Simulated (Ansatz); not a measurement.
# PH+ (quartet): wave-function methods side by side, cc-pVQZ

Aim: climb from Hartree-Fock through coupled cluster and multireference methods for PH+ (quartet) at one geometry and basis, and see what each rung misses.

Computed with Ansatz 0.2.0, Gaussian basis. Level: cc-pVQZ, core rule «outside noble gas», up to 5 orbitals frozen.

The runs, in order: UHF; CCSD(T) on ROHF; CCSD(T) on UHF; BCCD(T) on ROHF; CCSDT(Q) on ROHF; CCSDT(Q) on UHF; CASSCF and MRCISD+Q, 5 electrons in 5 orbitals; CASSCF and NEVPT2, 5 electrons in 5 orbitals.

3 further runs of the same task are left out: 1 that didn't finish, 2 set aside as unsound or not needed.

## Step 1: The geometry

The geometry is a PBE0/def2-TZVP stationary point (not a proven minimum) of the parent state, kept for this charge and spin.

2 atoms, charge 1, spin multiplicity 4.

Atoms are counted from 1 here; the program's logs count them from 0.

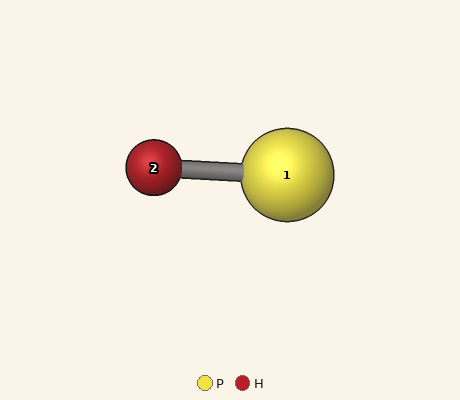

The geometry (phosphorus yellow, hydrogen red); atoms are numbered from 1 in the order of the file.

## Step 2: UHF

The input, in.yaml:

```yaml
crystal:
  periodic: [false, false, false]
  atoms:
    - {symbol: P, position_ang: [0.000000, 0.000000, 0.000000]}
    - {symbol: H, position_ang: [0.000000, 0.000000, 1.434200]}
basis:
  gaussian: {orbitals: cc-pVQZ}
total_charge: 1
magnetization: {spin_polarized: true, initial_magnetization: 3}
hamiltonian: {xc: hf}
output: {orbitals: {seedname: orbitals}}
```

Started as:

```bash
> ansatz run in.yaml --threads 1 --pin off --events-out ev --progress --plain --max-ram 2816MiB --backend cpu
```

The runs that follow: CCSD(T) on ROHF; CCSD(T) on UHF; BCCD(T) on ROHF; CCSDT(Q) on ROHF; CCSDT(Q) on UHF; CASSCF and MRCISD+Q, 5 electrons in 5 orbitals; CASSCF and NEVPT2, 5 electrons in 5 orbitals.

Before running them: what should the planned runs give, taken together? Wanted: UCCSDT(Q) below the RHF energy; RMP2 from UCCSDT(Q); UMP2 from UCCSDT(Q); RCCSD from UCCSDT(Q); RCCSD(T) from UCCSDT(Q); UCCSD(T) from UCCSDT(Q); RCCSDT(Q) from UCCSDT(Q); NEVPT2 valence from UCCSDT(Q); MRCISD+Q valence from UCCSDT(Q).

The runs gave:

| quantity | value |
| --- | --- |
| UCCSDT(Q) below the RHF energy | -2.7956 eV |
| RMP2 from UCCSDT(Q) | +638.1 meV |
| UMP2 from UCCSDT(Q) | +636.5 meV |
| RCCSD from UCCSDT(Q) | +129.6 meV |
| RCCSD(T) from UCCSDT(Q) | +27.0 meV |
| UCCSD(T) from UCCSDT(Q) | +24.2 meV |
| RCCSDT(Q) from UCCSDT(Q) | +2.9 meV |
| NEVPT2 valence from UCCSDT(Q) | +580.1 meV |
| MRCISD+Q valence from UCCSDT(Q) | +58.3 meV |
| levels within 1 kcal/mol (43 meV) | RCCSD(T), UCCSD(T), BCCD(T), RCCSDT, UCCSDT, RCCSDT(Q) |
| T1 diagnostic | 0.035 |
| effectively unpaired electrons | 3.01 |

RCCSD(T) misses by +27.0 meV, 1.0 % of the correlation energy. One determinant dominates. Of the multireference levels listed MRCISD+Q valence comes nearest in total energy (+58.3 meV), which doesn't show that its space is the better one. These misses are within one basis, not against nature; the frozen cores of restricted and unrestricted runs differ, which can shift their rows.
